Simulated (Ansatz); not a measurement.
# How many bands does the GW gap of WS2 (Tungstenite) need?, part 2 of 2

Aim: see how the G0W0 gap of WS2 (Tungstenite) on PBE moves with empty bands and screening cutoff, and what each rung costs.

Ansatz 0.2.0; G0W0 on PBE, plane waves, PAW. Known limits of the many-body steps: not at the basis limit; no spin-orbit coupling.

So far. Step 4 (1068 empty bands, screening to 270 eV): Against the run with 9×9×2 mesh, 631 empty bands, screening to 190 eV, hard PAW files, the gap moves by +0.014 eV.

**5. Changing the k mesh: 12×12×2 mesh, 277 empty bands, screening to 110 eV, hard PAW files**

Only the mesh changes. It samples the long-range screening, which converges on its own terms. Bands and cutoff differ from the step before, so it is read against an earlier run that matches them.

Contents of input.yaml:

```yaml
crystal:
  lattice:
    - [3.1532, 0.0, 0.0]
    - [-1.5766, 2.7307513032, 0.0]
    - [0.0, 0.0, 12.323]
  atoms:
    - { symbol: W, position: [0.3333333333, 0.6666666667, 0.25] }
    - { symbol: W, position: [0.6666666667, 0.3333333333, 0.75] }
    - { symbol: S, position: [0.3333333333, 0.6666666667, 0.6225] }
    - { symbol: S, position: [0.6666666667, 0.3333333333, 0.1225] }
    - { symbol: S, position: [0.3333333333, 0.6666666667, 0.8775] }
    - { symbol: S, position: [0.6666666667, 0.3333333333, 0.3775] }
kpoints:
  mp_grid: { grid: [12, 12, 2] }
hamiltonian:
  xc: pbe
  pseudopotentials: { kind: paw, source: ansatz }
scf:
  occupations: { method: fixed }
gw:
  n_empty_bands: 277
  ecut_chi: 110.0
  qp_bands: [v2, c2]
  qp_kpoints: band_edges
  screening: { model: contour_deformation }
```

Run with:

```bash
$ ansatz run input.yaml --threads 3 --pin off --max-ram 92160MiB --backend cuda --events-out ev --progress --plain --runs-dir out --devices 1 --max-vram 13GiB  # rebuilt from the run's record
```

Numbers of over 12 decimals in the logs are rounded to 6 here.

What it wrote:

```text
GPUs: using 1 of 1 available (devices: 1).
[...]
GPU FFT provider: cuFFT
GPU libraries: cuBLAS 13.8.2, cuFFT 12.4.0, cuSOLVER 12.3.4
Crystal: 6 atoms, lattice volume = 106.108 Å³
Basis set: ecut = 760 eV, 5029 PW (Γ)
Bands: 48, of which v1, the nominal top of the filled ones, is band 40 counted from 1 (39 counted from 0)
Symmetry: 24 space group operations
[...]
k-points: 38 of 288
[...]
1    42     15.6285   -13.7702    -4.1671   -18.3558  0.7595    16.0498    16.0470  root
[...]
37    39     12.6723   -18.7432     0.5186   -18.0993  0.7631    12.5469    12.5471  root
    37    40     12.6723   -18.7432     0.5186   -18.0993  0.7631    12.5469    12.5471  root
    37    41     14.6269   -15.9087    -3.6741   -19.9331  0.7620    14.9787    14.9773  root
    37    42     14.6269   -15.9087    -3.6741   -19.9331  0.7620    14.9787    14.9773  root
[key lines of the parts left out:]
SCF converged after 9 iterations
Free energy (F): -39375.325041 eV
Fermi energy:    13.325212 eV
```

Wall time 7.8 min (1 × NVIDIA H100 80GB HBM3 (shared by 6 runs) with 3 threads of AMD EPYC 7R13 (Zen 3), shared host); peak memory 2.9 GiB.

This step gave:

```
bands summed                                 : 317
RPA ε∞ on this mesh (eigenvalues)            : 5.904, 13.32, 13.32
plane waves in the screening matrix          : 291
G0W0 gap on the mesh                         : 1.339 eV
k of the valence top                         : 0, 0, 0
k of the conduction bottom                   : 0.1667, 0.1667, 0
starting gap on the mesh                     : 0.9772 eV
least direct G0W0 gap on the computed points : 2.296 eV
```

Against the run with 9×9×2 mesh, 277 empty bands, screening to 110 eV, hard PAW files, the gap moves by −0.12 eV, while the start moved by −0.11 eV. A band edge is found at another k point on this mesh.

**6. Convergence and cost**

Times are wall times on 1 × NVIDIA H100 80GB HBM3 (shared by 6 runs) with 3 threads of AMD EPYC 7R13 (Zen 3), shared host, good to a factor of about two.

| mesh | files | frequency | bands summed | cutoff (eV) | start (eV) | G0W0 (eV) | time | host memory (GiB) |
| --- | --- | --- | --- | --- | --- | --- | --- | --- |
| 9×9×2 | hard PAW | contour deformation | 317 | 110 | 1.083 | 1.456 | 1.7 min | 2.2 |
| 9×9×2 | hard PAW | contour deformation | 671 | 190 | 1.083 | 1.496 | 5.3 min | 4.5 |
| 9×9×2 | hard PAW | contour deformation | 1108 | 270 | 1.083 | 1.510 | 8 min | 9.0 |
| 12×12×2 | hard PAW | contour deformation | 317 | 110 | 0.977 | 1.339 | 7.8 min | 2.9 |

How the two edges are built up, in eV (the quasiparticle level is the starting level plus Σx plus Σc less Vxc):

| run | edge | start | Σx | Σc | Vxc | Z | QP |
| --- | --- | --- | --- | --- | --- | --- | --- |
| 317 bands | valence top | 13.33 | -19.46 | 0.55 | -18.81 | 0.76 | 13.22 |
| 317 bands | conduction bottom | 14.41 | -13.19 | -3.71 | -17.17 | 0.77 | 14.68 |
| 671 bands | valence top | 13.33 | -19.46 | 0.29 | -18.81 | 0.76 | 12.96 |
| 671 bands | conduction bottom | 14.41 | -13.19 | -3.93 | -17.17 | 0.77 | 14.45 |
| 1108 bands | valence top | 13.33 | -19.46 | 0.18 | -18.81 | 0.76 | 12.85 |
| 1108 bands | conduction bottom | 14.41 | -13.19 | -4.03 | -17.17 | 0.77 | 14.36 |

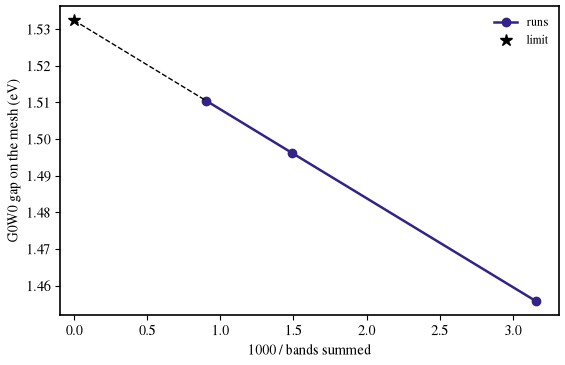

The gap against one over the number of bands; the dashed line carries the two highest rungs to the limit.

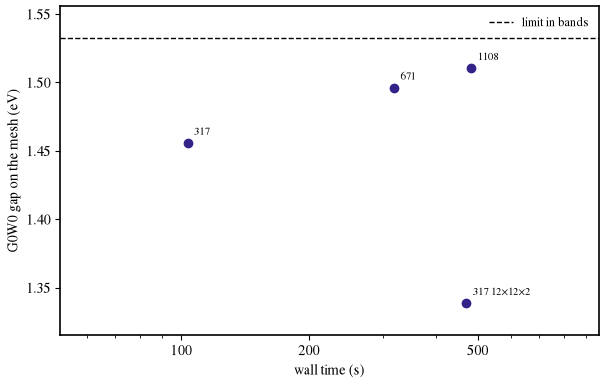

Result against wall time.

**7. Summary of results**

| Quantity | Value |
| --- | --- |
| 317 bands, 110 eV | 1.456 eV |
| 671 bands, 190 eV | 1.496 eV |
| 1108 bands, 270 eV | 1.510 eV |
| estimated limit in bands and cutoff | 1.53 eV |
| mesh and start | 9×9×2, PBE |

In words: A line in one over the bands through the two highest rungs gives 1.53 eV, +0.02 eV from the top rung; the pair below gives 1.53 eV, in fair agreement. The rungs stand 0.08 eV (317 bands), 0.04 eV (671 bands) and 0.02 eV (1108 bands) from it. From 317 to 1108 bands the gap moves by +0.05 eV while the time grows 4.7-fold. Σc changes by −0.38 eV at the valence top and −0.32 eV at the conduction bottom, so the levels themselves move more than the gap between them. On the 12×12×2 mesh in place of 9×9×2 the gap differs by −0.12 eV, of which −0.11 eV is already in the start. The cheapest rung within 0.1 eV of this estimate is that with 317 bands (1.7 min). The 9×9×2 mesh misses a band edge: on 12×12×2 the PBE gap is 0.98 eV, so these values are not the fundamental gap, which lies some 0.11 eV lower. The many-body steps are scalar-relativistic: spin-orbit coupling is not in them.

[Paths, hosts, dates, memory and timing lines, banners, echoed tables and standing remarks are left out of the program output.]

[Logs are printed without paths, hosts, clocks, repeated set-up lines and the standing remarks that a program may print on its own settings, such as how far it seeks lower states.]

[Runs of the session that timed out or met a known fault of the program may be left out.]

[Cells called generated may have been cut or substituted from an entry of the Crystallography Open Database or the Materials Project.]

[Hosts, paths, dates, database ids (printed as entryN), source tags and the programs' standing remarks are cut or masked in the printed files.]
